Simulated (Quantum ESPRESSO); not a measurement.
**Collinear magnetic orders of MnF2 with Quantum ESPRESSO**

A self-consistent run ends on one state, which hangs on the start. Several orders of MnF2 are started in Quantum ESPRESSO and their energies compared.

Calculated with Quantum ESPRESSO 7.5; LDA; plane waves with GBRV 1.5 LDA potentials, no spin-orbit coupling.

### Step 1. Starting point

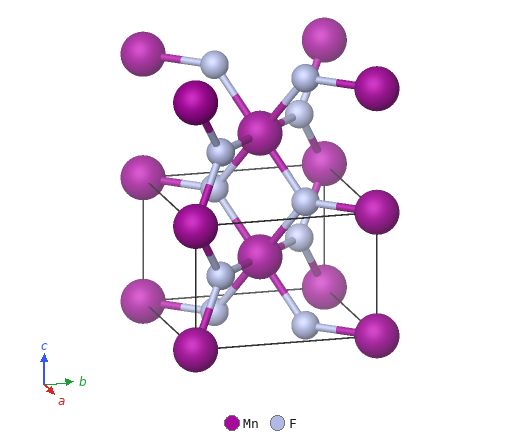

The cell as given, slightly off an axis (manganese purple, fluorine light blue). 1×1×2 cells are drawn. Some periodic images of atoms are drawn too.

Coordinates:

```cif
data_structure
_symmetry_space_group_name_H-M 'P4_2/mnm'
_symmetry_Int_Tables_number 136
_cell_length_a 4.8738
_cell_length_b 4.8738
_cell_length_c 3.3107
_cell_angle_alpha 90.000
_cell_angle_beta 90.000
_cell_angle_gamma 90.000
_cell_volume 78.64
loop_
_atom_site_label
_atom_site_type_symbol
_atom_site_symmetry_multiplicity
_atom_site_Wyckoff_symbol
_atom_site_fract_x
_atom_site_fract_y
_atom_site_fract_z
_atom_site_occupancy
Mn1 Mn 2 a 0.00000 0.00000 0.00000 1
F1 F 4 f 0.30530 0.30530 0.00000 1
```

The cell comes from the Crystallography Open Database.

### Step 2. Run 1 (ferro ++)

The signs are those of the starting moments on the seeded atoms, the atoms that are given a moment.

Input file pw.in:

```
&CONTROL
  calculation = 'scf'
  prefix = 'pwscf'
  outdir = './tmp'
  pseudo_dir = './pseudo'
  disk_io = 'nowf'
/
&SYSTEM
  ibrav = 0
  nat = 6
  ntyp = 2
  ecutwfc = 40
  ecutrho = 280
  nbnd = 44
  occupations = 'smearing'
  smearing = 'fd'
  degauss = 0.00367493
  nspin = 2
  starting_magnetization(1) = 0.3
  starting_magnetization(2) = 0
/
&ELECTRONS
  conv_thr = 1.2d-08
  electron_maxstep = 150
  mixing_beta = 0.3
/
ATOMIC_SPECIES
Mn     54.9380 mn_lda_v1.5.uspp.F.UPF
F      18.9984 f_lda_v1.4.uspp.F.UPF
CELL_PARAMETERS angstrom
   4.8738000000    0.0000000000    0.0000000000
   0.0000000000    4.8738000000    0.0000000000
   0.0000000000    0.0000000000    3.3107000000
ATOMIC_POSITIONS crystal
Mn      0.0000000000    0.0000000000    0.0000000000
Mn      0.5000000000    0.5000000000    0.5000000000
F       0.3053000000    0.3053000000    0.0000000000
F       0.1947000000    0.8053000000    0.5000000000
F       0.6947000000    0.6947000000    0.0000000000
F       0.8053000000    0.1947000000    0.5000000000
K_POINTS automatic
6 6 6 0 0 0
```

Launch:

```bash
> OMP_NUM_THREADS=1 mpirun -n 4 pw.x -nk 4 -in pw.in > pw.out
```

The log of the run:

```text
Program PWSCF v.7.5 starts

     Message from routine setup:
     using ibrav=0 with symmetry is DISCOURAGED, use correct ibrav instead

     K-points division:     npool     =       4
     Subspace diagonalization in iterative solution of the eigenvalue problem:

     G-vector sticks info
     --------------------
     sticks:   dense  smooth     PW     G-vecs:    dense   smooth      PW
     Sum        1893    1085    333                42069    18157    3081

     Using Slab Decomposition

     bravais-lattice index     =            0
     lattice parameter (alat)  =       9.2101  a.u.
     unit-cell volume          =     530.7034 (a.u.)^3
     number of atoms/cell      =            6
     number of atomic types    =            2
     number of electrons       =        58.00
     number of Kohn-Sham states=           44
     kinetic-energy cutoff     =      40.0000  Ry
     charge density cutoff     =     280.0000  Ry
     scf convergence threshold =      1.2E-08
     mixing beta               =       0.3000
     number of iterations used =            8  plain     mixing
     Exchange-correlation=  SLA  PZ   NOGX NOGC
                           (   1   1   0   0   0   0   0)

     celldm(1)=   9.210147  celldm(2)=   0.000000  celldm(3)=   0.000000
     celldm(4)=   0.000000  celldm(5)=   0.000000  celldm(6)=   0.000000

     crystal axes: (cart. coord. in units of alat)
               a(1) = (   1.000000   0.000000   0.000000 )
               a(2) = (   0.000000   1.000000   0.000000 )
               a(3) = (   0.000000   0.000000   0.679285 )

     reciprocal axes: (cart. coord. in units 2 pi/alat)
               b(1) = (  1.000000  0.000000  0.000000 )
               b(2) = (  0.000000  1.000000  0.000000 )
               b(3) = (  0.000000  0.000000  1.472136 )

     PseudoPot. # 1 for Mn read from file:
     mn_lda_v1.5.uspp.F.UPF
     Pseudo is Ultrasoft + core correction, Zval = 15.0
     Generated by new atomic code, or converted to UPF format
     Using radial grid of  859 points,  6 beta functions with:
                l(1) =   0
                l(2) =   0
                l(3) =   1
                l(4) =   1
                l(5) =   2
                l(6) =   2
     Q(r) pseudized with  8 coefficients,  rinner =    0.950   0.950   0.950
                                                       0.950   0.950

     PseudoPot. # 2 for F  read from file:
     f_lda_v1.4.uspp.F.UPF
     Pseudo is Ultrasoft, Zval =  7.0
     Generated by new atomic code, or converted to UPF format
     Using radial grid of  799 points,  4 beta functions with:
                l(1) =   0
                l(2) =   0
                l(3) =   1
                l(4) =   1
     Q(r) pseudized with  8 coefficients,  rinner =    0.950   0.950   0.950

     atomic species   valence    mass     pseudopotential
     Mn               15.00    54.93800     Mn( 1.00)
     F                 7.00    18.99840     F ( 1.00)

     Starting magnetic structure
     atomic species   magnetization
     Mn              0.300
     F               0.000

     16 Sym. Ops., with inversion, found ( 8 have fractional translation)

   Cartesian axes

     site n.     atom                  positions (alat units)
         1        Mn     tau(   1) = (   0.0000000   0.0000000   0.0000000  )
         2        Mn     tau(   2) = (   0.5000000   0.5000000   0.3396426  )
         3        F      tau(   3) = (   0.3053000   0.3053000   0.0000000  )
         4        F      tau(   4) = (   0.1947000   0.8053000   0.3396426  )
         5        F      tau(   5) = (   0.6947000   0.6947000   0.0000000  )
         6        F      tau(   6) = (   0.8053000   0.1947000   0.3396426  )

     number of k points=    40  Fermi-Dirac smearing, width (Ry)=  0.0037
                       cart. coord. in units 2pi/alat
        k(    1) = (   0.0000000   0.0000000   0.0000000), wk =   0.0046296
        k(    2) = (   0.0000000   0.0000000   0.2453560), wk =   0.0092593
        k(    3) = (   0.0000000   0.0000000   0.4907119), wk =   0.0092593
        k(    4) = (   0.0000000   0.0000000  -0.7360679), wk =   0.0046296
        k(    5) = (   0.0000000   0.1666667   0.0000000), wk =   0.0185185
        [... 35 further k-points ...]

     Dense  grid:    42069 G-vectors     FFT dimensions: (  50,  50,  36)

     Smooth grid:    18157 G-vectors     FFT dimensions: (  40,  40,  30)

     Check: negative core charge=   -0.000039
     Generating pointlists ...
     new r_m :   0.1781 (alat units)  1.6403 (a.u.) for type    1
     new r_m :   0.1781 (alat units)  1.6403 (a.u.) for type    2

     Initial potential from superposition of free atoms

     starting charge      56.9999, renormalised to      58.0000
     Starting wfcs are   42 randomized atomic wfcs +    2 random wfcs

     Self-consistent Calculation

     iteration #  1     ecut=    40.00 Ry     beta= 0.30
     Davidson diagonalization with overlap
     ethr =  1.00E-02,  avg # of iterations =  5.1

     Threshold (ethr) on eigenvalues was too large:
     Diagonalizing with lowered threshold

     Davidson diagonalization with overlap
     ethr =  7.34E-04,  avg # of iterations =  1.1

     total energy              =    -616.80544337 Ry
     estimated scf accuracy    <       0.43373813 Ry

     total magnetization       =     9.99 Bohr mag/cell
     absolute magnetization    =     9.99 Bohr mag/cell

     iteration #  2     ecut=    40.00 Ry     beta= 0.30
     Davidson diagonalization with overlap
     ethr =  7.48E-04,  avg # of iterations =  1.6

     total energy              =    -616.88144109 Ry
     estimated scf accuracy    <       0.04492508 Ry

     total magnetization       =    10.00 Bohr mag/cell
     absolute magnetization    =    10.00 Bohr mag/cell

     iteration #  3     ecut=    40.00 Ry     beta= 0.30
     Davidson diagonalization with overlap
     ethr =  7.75E-05,  avg # of iterations =  2.2

     negative rho (up, down):  0.000E+00 8.037E-04

     total energy              =    -616.88755952 Ry
     estimated scf accuracy    <       0.02090775 Ry

     total magnetization       =    10.00 Bohr mag/cell
     absolute magnetization    =    10.00 Bohr mag/cell

     [... further iterations left out ...]

     iteration #  6     ecut=    40.00 Ry     beta= 0.30
     Davidson diagonalization with overlap
     ethr =  1.50E-07,  avg # of iterations =  1.5

     negative rho (up, down):  0.000E+00 1.234E-03

     total energy              =    -616.88882684 Ry
     estimated scf accuracy    <       0.00000272 Ry

     total magnetization       =    10.00 Bohr mag/cell
     absolute magnetization    =    10.00 Bohr mag/cell

     iteration #  7     ecut=    40.00 Ry     beta= 0.30
     Davidson diagonalization with overlap
     ethr =  4.68E-09,  avg # of iterations =  1.9

     negative rho (up, down):  0.000E+00 1.227E-03

     total energy              =    -616.88882770 Ry
     estimated scf accuracy    <       0.00000092 Ry

     total magnetization       =    10.00 Bohr mag/cell
     absolute magnetization    =    10.00 Bohr mag/cell

     iteration #  8     ecut=    40.00 Ry     beta= 0.30
     Davidson diagonalization with overlap
     ethr =  1.59E-09,  avg # of iterations =  1.8

     negative rho (up, down):  0.000E+00 1.227E-03

     total energy              =    -616.88882794 Ry
     estimated scf accuracy    <       0.00000007 Ry

     total magnetization       =    10.00 Bohr mag/cell
     absolute magnetization    =    10.00 Bohr mag/cell

     iteration #  9     ecut=    40.00 Ry     beta= 0.30
     Davidson diagonalization with overlap
     ethr =  1.24E-10,  avg # of iterations =  2.0

     negative rho (up, down):  0.000E+00 1.226E-03

     Magnetic moment per site  (integrated on atomic sphere of radius R)
     atom   1 (R=0.178)  charge= 12.3420  magn=  4.1632
     atom   2 (R=0.178)  charge= 12.3420  magn=  4.1632
     atom   3 (R=0.178)  charge=  6.6748  magn=  0.1127
     atom   4 (R=0.178)  charge=  6.6748  magn=  0.1127
     atom   5 (R=0.178)  charge=  6.6748  magn=  0.1127
     atom   6 (R=0.178)  charge=  6.6748  magn=  0.1127

     End of self-consistent calculation

     [... lines left out ...]
     the Fermi energy is     7.3975 ev

!    total energy              =    -616.88882796 Ry
     estimated scf accuracy    <          7.6E-09 Ry
     smearing contrib. (-TS)   =      -0.00000023 Ry
     internal energy E=F+TS    =    -616.88882774 Ry

     The total energy is F=E-TS. E is the sum of the following terms:
     one-electron contribution =    -375.16838319 Ry
     hartree contribution      =     211.91280591 Ry
     xc contribution           =     -89.44691151 Ry
     ewald contribution        =    -364.18633894 Ry

     total magnetization       =    10.00 Bohr mag/cell
     absolute magnetization    =    10.00 Bohr mag/cell

     convergence has been achieved in   9 iterations

=------------------------------------------------------------------------------=
   JOB DONE.
=------------------------------------------------------------------------------=
```

It took 28 s on 4 MPI ranks of Arm Neoverse V2, shared host; peak memory 0.53 GiB.

Spin moment in the atom's sphere by atom:

| atom | spin moment in the atom's sphere (μB) |
| --- | --- |
| Mn1 | 4.16 |
| Mn2 | 4.16 |
| F3 | 0.11 |
| F4 | 0.11 |
| F5 | 0.11 |
| F6 | 0.11 |

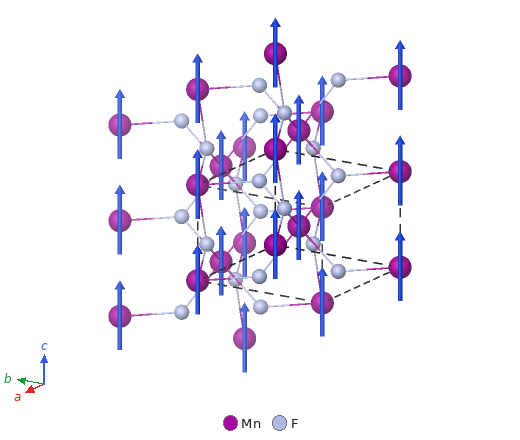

Spin moment in the atom's sphere as arrows, the longest 4.16 μB. Up and down stand for the sign. Arrows give size and sign along the axis of quantisation, drawn up and down the page. 2×1×2 cells are drawn. Some periodic images of atoms are drawn too.

This step gave:

- smearing term TS: 3.10e-6 eV
- magnetization: 10 μB
- absolute magnetization: 10 μB
- final state: ferromagnetic

(Continued in part 2 of 2.)

[Logs and program files are shortened in this print: banners, set-up blocks, solver, clock and traceback lines can be left out without a mark of their own.]

[Logs are printed without paths, hosts, clocks, repeated set-up lines and the standing remarks that a program may print on its own settings, such as how far it seeks lower states.]

[Hosts, paths, dates, database ids (printed as entryN), source tags and the programs' standing remarks are cut or masked in the printed files.]

[Where a cell is said to come from a database of computed structures, the database is the Materials Project.]
